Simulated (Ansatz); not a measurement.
**triplet CH6OSeSi at 3 levels**

We compute a comparison of 3 runs (UHF/6-31G*, UB3LYP/6-31G*, UBLYP/6-31G*) of triplet CH6OSeSi. 

The calculation is run with Ansatz 0.2.0.

80 further runs of the same task are left out: 80 set aside as unsound or not needed.

**1. The system as given**

The species is CH6OSeSi (10 atoms), meant as a triplet with charge 0. As SMILES of the parent species, `CO[SiH2][SeH]`. The shape is that of a PBE0-D4/def2-TZVP optimisation. This is one conformer, not always the lowest. That shape belongs to the parent species and isn't relaxed for this state.

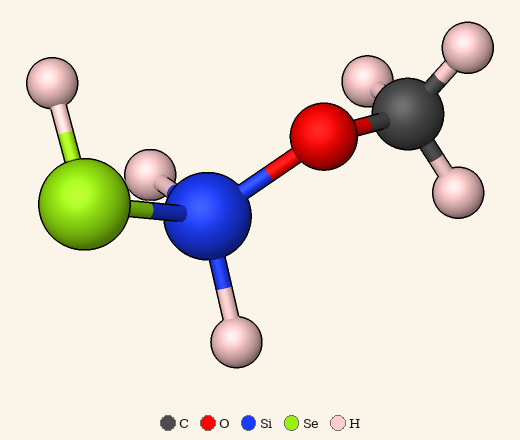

The structure, seen from a chosen angle (carbon dark grey, oxygen red, silicon blue, selenium green, hydrogen pink).

**2. The energy at UHF/6-31G(d) (spherical functions) (run 1)**

File molecule.yaml:

```yaml
crystal:
  periodic: [false, false, false]
  atoms:
    - {symbol: C, position_ang: [0.459500, 1.568200, 0.455800]}
    - {symbol: O, position_ang: [0.708400, 0.213600, 0.148800]}
    - {symbol: Si, position_ang: [-0.400300, -0.737700, -0.594100]}
    - {symbol: Se, position_ang: [0.296800, -2.888700, -0.578100]}
    - {symbol: H, position_ang: [0.431100, 2.182900, -0.450600]}
    - {symbol: H, position_ang: [-0.487800, 1.693400, 0.993300]}
    - {symbol: H, position_ang: [1.269800, 1.926000, 1.092500]}
    - {symbol: H, position_ang: [-1.706900, -0.591200, 0.101000]}
    - {symbol: H, position_ang: [-0.551900, -0.390800, -2.031500]}
    - {symbol: H, position_ang: [0.064400, -3.026800, 0.865800]}
basis:
  gaussian:
    orbitals: 6-31G_st_-spherical.json
magnetization:
  spin_polarized: true
  initial_magnetization: 2
hamiltonian:
  xc: hf
accuracy: high
output: {orbitals: {seedname: orbitals}}
```

The basis set 6-31G* is read from a file made from the Basis Set Exchange's data (not shown).

Started as:

```
ansatz run molecule.yaml --threads 1 --pin off --max-ram 2610MiB --events-out events.jsonl --progress --plain --runs-dir runs
```

What it wrote:

```text
Warning: RAYON_NUM_THREADS=1 ignored (pool sized by the plan → 1); use --threads N
Functional definition: HF
  name "HF"
  exchange = exact_x
  correlation = 0
1991 factors; integrals over basis functions are off by at most 1.1e-8 eV
mean field evaluation 1: about -76309.2197 eV, gradient 2.6e1 eV
mean field evaluation 2: about -76309.3434 eV, gradient 2.7e1 eV
mean field evaluation 4: about -76313.9993 eV, gradient 3.5e0 eV
mean field evaluation 8: about -76314.8835 eV, gradient 1.2e0 eV
mean field evaluation 16: about -76315.2565 eV, gradient 4.6e-2 eV
mean field evaluation 32: about -76315.1844 eV, gradient 8.0e-1 eV
mean field evaluation 64: about -76310.6413 eV, gradient 1.4e1 eV
mean field evaluation 96: about -76314.0094 eV, gradient 4.0e0 eV
mean field evaluation 128: about -76311.6820 eV, gradient 3.4e0 eV
mean field evaluation 160: about -76312.3404 eV, gradient 3.1e0 eV
mean field -76315.25659023 eV, -2804.5339513523 hartree, gradient 3.4e-8 eV, S^2 2.018566; 1 other end points of the search recorded, 0 dependent functions left out
reference -76315.25659023 eV, -2804.5339513523 hartree; 35, 33 occupied and 55, 57 virtual orbitals, 1991 factors
Total energy: -76315.25659023 eV, -2804.5339513523 hartree
```

It took 13 s on 1 thread of Arm Neoverse V2, shared host; peak memory 0.58 GiB.

**3. A single-point energy at UB3LYP/6-31G(d) (spherical functions) (run 2)**

File molecule.yaml:

```yaml
crystal:
  periodic: [false, false, false]
  atoms:
    - symbol: C
      position_ang: [0.459500, 1.568200, 0.455800]
    - symbol: O
      position_ang: [0.708400, 0.213600, 0.148800]
    - symbol: Si
      position_ang: [-0.400300, -0.737700, -0.594100]
    - symbol: Se
      position_ang: [0.296800, -2.888700, -0.578100]
    - symbol: H
      position_ang: [0.431100, 2.182900, -0.450600]
    - symbol: H
      position_ang: [-0.487800, 1.693400, 0.993300]
    - symbol: H
      position_ang: [1.269800, 1.926000, 1.092500]
    - symbol: H
      position_ang: [-1.706900, -0.591200, 0.101000]
    - symbol: H
      position_ang: [-0.551900, -0.390800, -2.031500]
    - symbol: H
      position_ang: [0.064400, -3.026800, 0.865800]
basis:
  gaussian: {orbitals: 6-31G_st_-spherical.json}
magnetization: {spin_polarized: true, initial_magnetization: 2}
hamiltonian: {xc: {name: B3LYP}}
accuracy: high
output: {orbitals: {seedname: orbitals}}
```

The basis set 6-31G* is read from a file made from the Basis Set Exchange's data (not shown).

Started as:

```
ansatz run molecule.yaml --threads 1 --pin off --max-ram 2610MiB --events-out events.jsonl --progress --plain --runs-dir runs
```

What it wrote:

```text
Warning: RAYON_NUM_THREADS=1 ignored (pool sized by the plan → 1); use --threads N
Functional definition: B3LYP
  name "B3LYP"
  parameter a0 = 0.2
  parameter ax = 0.72
  parameter ac = 0.81
  exchange = (1 - a0 - ax)*slater_x + ax*b88_x + a0*exact_x
  correlation = (1 - ac)*vwn_rpa_c + ac*lyp_c
1991 factors; integrals over basis functions are off by at most 1.1e-8 eV
mean field evaluation 1: about -76388.8795 eV, gradient 4.1e1 eV
mean field evaluation 2: about -76280.5415 eV, gradient 1.3e2 eV
mean field evaluation 4: about -76396.3661 eV, gradient 1.3e1 eV
mean field evaluation 8: about -76397.6206 eV, gradient 1.3e0 eV
mean field evaluation 16: about -76397.6753 eV, gradient 4.2e-2 eV
mean field evaluation 32: about -76397.6754 eV, gradient 3.0e-5 eV
mean field -76397.67540651 eV, -2807.5627869850 hartree, gradient 4.6e-8 eV, S^2 2.004043; 5 other end points of the search recorded, 0 dependent functions left out
reference -76397.67544743 eV, -2807.5627884889 hartree; 35, 33 occupied and 55, 57 virtual orbitals, 1991 factors
Total energy: -76397.67544743 eV, -2807.5627884889 hartree
```

Run time: 37 s. Hardware: 1 thread of Arm Neoverse V2, shared host; peak memory 0.52 GiB.

**4. A single-point energy at UBLYP/6-31G(d) (spherical functions) (run 3)**

File job.yaml:

```yaml
crystal:
  periodic: [false, false, false]
  atoms:
    - symbol: C
      position_ang: [0.459500, 1.568200, 0.455800]
    - symbol: O
      position_ang: [0.708400, 0.213600, 0.148800]
    - symbol: Si
      position_ang: [-0.400300, -0.737700, -0.594100]
    - symbol: Se
      position_ang: [0.296800, -2.888700, -0.578100]
    - symbol: H
      position_ang: [0.431100, 2.182900, -0.450600]
    - symbol: H
      position_ang: [-0.487800, 1.693400, 0.993300]
    - symbol: H
      position_ang: [1.269800, 1.926000, 1.092500]
    - symbol: H
      position_ang: [-1.706900, -0.591200, 0.101000]
    - symbol: H
      position_ang: [-0.551900, -0.390800, -2.031500]
    - symbol: H
      position_ang: [0.064400, -3.026800, 0.865800]
basis:
  gaussian: {orbitals: 6-31G_st_-spherical.json}
magnetization: {spin_polarized: true, initial_magnetization: 2}
hamiltonian: {xc: {name: BLYP}}
accuracy: high
output: {orbitals: {seedname: orbitals}}
```

The basis set 6-31G* is read from a file made from the Basis Set Exchange's data (not shown).

Started as:

```
ansatz run job.yaml --threads 1 --pin off --max-ram 2610MiB --events-out events.jsonl --progress --plain --runs-dir runs
```

What it wrote:

```text
Warning: RAYON_NUM_THREADS=1 ignored (pool sized by the plan → 1); use --threads N
Functional definition: BLYP
  name "BLYP"
  parameter beta = 0.0042
  parameter a = 0.04918
  parameter b = 0.132
  parameter c = 0.2533
  parameter d = 0.349
  exchange = b88_x(beta = beta)
  correlation = lyp_c(a = a, b = b, c = c, d = d)
1991 factors; integrals over basis functions are off by at most 1.1e-8 eV
mean field evaluation 1: about -76384.2937 eV, gradient 4.8e1 eV
mean field evaluation 2: about -76198.3069 eV, gradient 1.6e2 eV
mean field evaluation 4: about -76382.7161 eV, gradient 4.2e1 eV
mean field evaluation 8: about -76395.6509 eV, gradient 1.3e0 eV
mean field evaluation 16: about -76395.6509 eV, gradient 2.4e-3 eV
mean field evaluation 32: about -76395.0526 eV, gradient 5.2e0 eV
mean field evaluation 64: about -76395.3653 eV, gradient 3.5e0 eV
mean field -76395.65093705 eV, -2807.4883891046 hartree, gradient 3.1e-8 eV, S^2 2.002345; 8 other end points of the search recorded, 0 dependent functions left out
reference -76395.65099378 eV, -2807.4883911894 hartree; 35, 33 occupied and 55, 57 virtual orbitals, 1991 factors
Total energy: -76395.65099378 eV, -2807.4883911894 hartree
```

Wall time 28 s (1 thread of Arm Neoverse V2, shared host); peak memory 0.31 GiB.

**5. The series**

```
run                                level   energy (Eh)  HOMO energy (eV)   ⟨S²⟩  wall time
  1     UHF/6-31G* (spherical functions)  -2804.533951             -3.97  2.019       13 s
  2  UB3LYP/6-31G* (spherical functions)  -2807.562788             -1.45  2.004       37 s
  3   UBLYP/6-31G* (spherical functions)  -2807.488391             -0.60  2.002       28 s
```

**6. What came out**

| quantity | value |
| --- | --- |
| run 3: total energy | -2807.48839 Eh |
| run 3: HOMO energy (highest over α and β) | -0.60 eV |
| run 3: ⟨S²⟩ | 2.002 |

What this shows: Totals of different functionals can't be ranked against each other. All runs together took 77 s, the longest 37 s.
